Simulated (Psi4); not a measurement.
# PH2 (SMILES [PH2]): UCAM-B3LYP/cc-pVTZ

What is the vertical doublet–quartet gap of PH2 at UCAM-B3LYP/cc-pVTZ? 

The results are computed with Psi4 1.11.

1 further run of the same task is left out (set aside as unsound or not needed).

## (1) Starting point

PH2 has 3 atoms, charge 0, and is taken as a doublet. SMILES: `[PH2]`. The shape is that of a PBE0-D4/def2-TZVP optimisation.

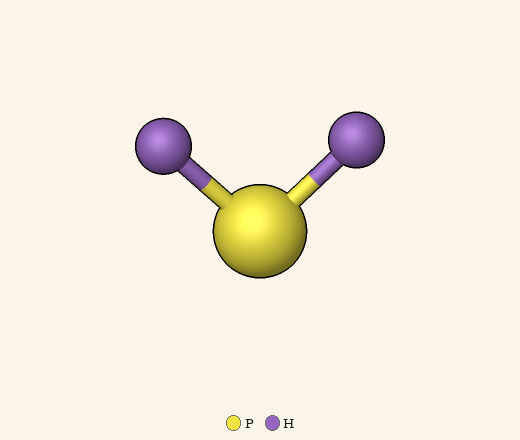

Viewed from a chosen angle; phosphorus yellow, hydrogen purple.

## (2) Energy and gradient at UCAM-B3LYP/cc-pVTZ

Contents of h2p.xyz:

```xyz
3
H2P
P      0.525730    -0.309370     0.258210
H      0.114640     1.051490     0.176750
H     -0.640370    -0.742120    -0.434970
```

Contents of h2p.py:

```python
import psi4

psi4.set_memory('2200 MB')
psi4.set_num_threads(1)
psi4.core.set_output_file('h2p.out', False)

with open('h2p.xyz') as f:
    atoms = ''.join(f.readlines()[2:])
m = psi4.geometry('0 2\n' + atoms + 'symmetry c1')

options = {'reference': 'uks', 'puream': True, 'e_convergence': 1e-09, 'd_convergence': 1e-08, 'scf_type': 'pk', 'dft_radial_points': 99, 'dft_spherical_points': 590, 'maxiter': 100}
psi4.set_options(options)

e_tot, wfn = psi4.gradient("cam-b3lyp/cc-pVTZ", molecule=m, return_wfn=True)
psi4.oeprop(wfn, "LOWDIN_CHARGES", "MAYER_INDICES", "MULLIKEN_CHARGES", title="CAM-B3LYP")
print('gradient / Eh bohr^-1')
print(e_tot.np.round(6))
print(f'energy = {wfn.energy():.10f} Eh')
for k, v in sorted(psi4.core.scalar_variables().items()):
    print(f'{k:45s} {v:18.10f}')
```

The run is started by

```sh
$ python h2p.py
```

h2p.out:

```text
[...]
  Running in c1 symmetry.
[...]
  Nuclear repulsion =   11.408385682516982
[...]
  Multiplicity = 2
[...]
  Nalpha       = 9
  Nbeta        = 8
[...]
    Number of basis functions: 62
[...]
   @UKS iter   1:  -342.50022735797108   -3.65817e-01   3.83286e-03 ADIIS/DIIS
[...]
   @UKS iter  10:  -342.52376132813316   -5.57066e-12   7.91226e-09 DIIS
[...]
   @S^2 Observed:                7.553261442E-01
[...]
  @UKS Final Energy:  -342.52376132813316
   => Energetics <=
    Nuclear Repulsion Energy =             11.4083856825169825
    One-Electron Energy =                -495.5751069209152320
    Two-Electron Energy =                 159.7998822818786095
    DFT Exchange-Correlation Energy =     -18.1569223716135433
    Empirical Dispersion Energy =           0.0000000000000000
    VV10 Nonlocal Energy =                  0.0000000000000000
    Total Energy =                       -342.5237613281331051
[...]
 Multipole Moments:
 ------------------------------------------------------------------------------------
     Multipole            Electronic (a.u.)      Nuclear  (a.u.)        Total (a.u.)
 ------------------------------------------------------------------------------------
 L = 1.  Multiply by 2.5417464519 to convert [e a0] to [Debye]
 Dipole X            :          1.3817175           -1.5940472           -0.2123297
 Dipole Y            :         -0.7339443            0.8467280            0.1127837
 Dipole Z            :          0.0000000           -0.0000000            0.0000000
 Magnitude           :                                                    0.2404247
[...]
  -Total Gradient:
     Atom            X                  Y                   Z
    ------   -----------------  -----------------  -----------------
       1        0.002158587485    -0.001147780793     0.000000000000
       2       -0.000820032623     0.001062881543     0.000000000000
       3       -0.001338407659     0.000084821076     0.000000000000
[...]
  Mulliken Charges: (a.u.)
   Center  Symbol    Alpha    Beta     Spin     Total
       1     P     8.05371  7.01085  1.04286 -0.06455
       2     H     0.47315  0.49458 -0.02143  0.03228
       3     H     0.47315  0.49458 -0.02143  0.03228
   Total alpha =  9.00000, Total beta =  8.00000, Total charge =  0.00000
  Lowdin Charges: (a.u.)
   Center  Symbol    Alpha    Beta     Spin     Total
       1     P     7.84210  6.88779  0.95431  0.27011
       2     H     0.57895  0.55611  0.02284 -0.13506
       3     H     0.57895  0.55611  0.02284 -0.13506
[...]
```

The script printed:

```text
gradient / Eh bohr^-1
[[ 2.159e-03 -1.148e-03  0.000e+00]
 [-8.200e-04  1.063e-03  0.000e+00]
 [-1.338e-03  8.500e-05  0.000e+00]]
energy = -342.5237613281 Eh
CURRENT ENERGY                                   -342.5237613281
CURRENT REFERENCE ENERGY                         -342.5237613281
DD SOLVATION ENERGY                                 0.0000000000
DFT FUNCTIONAL TOTAL ENERGY                      -342.5237613281
DFT TOTAL ENERGY                                 -342.5237613281
DFT VV10 ENERGY                                     0.0000000000
DFT XC ENERGY                                     -18.1569223716
GRID ELECTRONS ALPHA                                9.0000000499
GRID ELECTRONS BETA                                 8.0000000513
GRID ELECTRONS TOTAL                               17.0000001012
NUCLEAR REPULSION ENERGY                           11.4083856825
ONE-ELECTRON ENERGY                              -495.5751069209
PCM POLARIZATION ENERGY                             0.0000000000
PE ENERGY                                           0.0000000000
SCF ITERATION ENERGY                             -342.5237613281
SCF ITERATIONS                                     10.0000000000
SCF TOTAL ENERGY                                 -342.5237613281
TWO-ELECTRON ENERGY                               159.7998822819
XC GRID RADIAL POINTS                              99.0000000000
XC GRID SPHERICAL POINTS                          590.0000000000
XC GRID TOTAL POINTS                           167702.0000000000
```

It took 9 s on 1 thread of AMD EPYC 9R45 (Zen 5), shared host; peak memory 0.74 GiB.

## (3) The quartet: a single-point energy at UCAM-B3LYP/cc-pVTZ

Contents of job.json:

```json
{
 "schema_name": "qcschema_input",
 "schema_version": 1,
 "molecule": {
  "schema_name": "qcschema_molecule",
  "schema_version": 2,
  "symbols": ["P", "H", "H"],
  "geometry": [0.99348572, -0.58462457, 0.48794618, 0.2166382, 1.98702812, 0.33400909, -1.21012392, -1.40240355, -0.82197417],
  "molecular_charge": 0,
  "molecular_multiplicity": 4,
  "fix_symmetry": "c1"
 },
 "driver": "energy",
 "model": {
  "method": "cam-b3lyp",
  "basis": "cc-pVTZ"
 },
 "keywords": {
  "reference": "uks",
  "puream": true,
  "e_convergence": 1e-09,
  "d_convergence": 1e-08,
  "scf_type": "pk",
  "dft_radial_points": 99,
  "dft_spherical_points": 590,
  "maxiter": 100
 }
}
```

The run is started by

```sh
$ psi4 --qcschema job.json -n 1 --memory 2200MB
```

stdout:

```text
[...]
  Running in c1 symmetry.
[...]
  Nuclear repulsion =   11.408385686419807
[...]
  Multiplicity = 4
[...]
  Nalpha       = 10
  Nbeta        = 7
[...]
    Number of basis functions: 62
[...]
   @UKS iter   1:  -342.27643114789481   -1.42021e-01   3.08580e-03 ADIIS/DIIS
[...]
   @UKS iter  10:  -342.29205132511458   -1.42109e-12   1.69513e-09 DIIS
[...]
   @S^2 Observed:                3.753718897E+00
[...]
    Orbital Energies [Eh]
    ---------------------
    Alpha Occupied:
       1A    -77.232732     2A     -6.690331     3A     -4.858398
       4A     -4.856790     5A     -4.847524     6A     -0.758653
       7A     -0.485787     8A     -0.450152     9A     -0.344339
      10A     -0.129936
    Alpha Virtual:
      11A      0.057362    12A      0.214674    13A      0.222269
      14A      0.273382    15A      0.275031    16A      0.285586
      17A      0.286760    18A      0.296871    19A      0.367598
      20A      0.444335    21A      0.533114    22A      0.604887
      23A      0.811363    24A      0.863941    25A      0.887304
[...]
  @UKS Final Energy:  -342.29205132511458
   => Energetics <=
    Nuclear Repulsion Energy =             11.4083856864198072
    One-Electron Energy =                -494.6862205500660821
    Two-Electron Energy =                 159.1412578084874099
    DFT Exchange-Correlation Energy =     -18.1554742699557217
    Empirical Dispersion Energy =           0.0000000000000000
    VV10 Nonlocal Energy =                  0.0000000000000000
    Total Energy =                       -342.2920513251145849
[...]
 Multipole Moments:
 ------------------------------------------------------------------------------------
     Multipole            Electronic (a.u.)      Nuclear  (a.u.)        Total (a.u.)
 ------------------------------------------------------------------------------------
 L = 1.  Multiply by 2.5417464519 to convert [e a0] to [Debye]
 Dipole X            :          1.6030823           -1.5940472            0.0090351
 Dipole Y            :         -0.8515361            0.8467280           -0.0048081
 Dipole Z            :          0.0000000            0.0000000            0.0000000
 Magnitude           :                                                    0.0102348
[...]
```

The result, in JSON:

```text
{
 "driver": "energy",
 "model": {
  "method": "cam-b3lyp",
  "basis": "cc-pVTZ"
 },
 "success": true,
 "return_result": -342.2920513251146,
 "properties": {
  "calcinfo_nbasis": 62,
  "calcinfo_nmo": 62,
  "calcinfo_nalpha": 10,
  "calcinfo_nbeta": 7,
  "calcinfo_natom": 3,
  "nuclear_repulsion_energy": 11.408385686419807,
  "return_energy": -342.2920513251146,
  "scf_one_electron_energy": -494.6862205500661,
  "scf_two_electron_energy": 159.1412578084874,
  "scf_xc_energy": -18.15547426995572,
  "scf_dipole_moment": [0.009035092959746915, -0.004808110716326919, 4.0515896459027205e-16],
  "scf_total_energy": -342.2920513251146,
  "scf_iterations": 10
 }
}
```

It took 6.3 s on 1 thread of AMD EPYC 9R45 (Zen 5), shared host; peak memory 0.74 GiB.

## (4) Summary of results

At UCAM-B3LYP/cc-pVTZ:

| quantity | value |
| --- | --- |
| doublet: total energy | -342.52376 Eh |
| doublet: dipole moment | 0.61 D |
| doublet: HOMO energy (highest over α and β) | -8.43 eV |
| doublet: LUMO energy (lowest over α and β) | -2.01 eV |
| doublet: ⟨S²⟩ | 0.755 |
| doublet: largest force on an atom | 0.126 eV/Å |
| quartet: total energy | -342.29205 Eh |
| quartet: dipole moment | 0.03 D |
| quartet: HOMO energy (highest over α and β) | -3.54 eV |
| quartet: ⟨S²⟩ | 3.754 |
| vertical energy of the quartet above the doublet | 6.305 eV |

What this shows: At this shape the quartet lies 6.31 eV (608 kJ/mol) above the doublet.
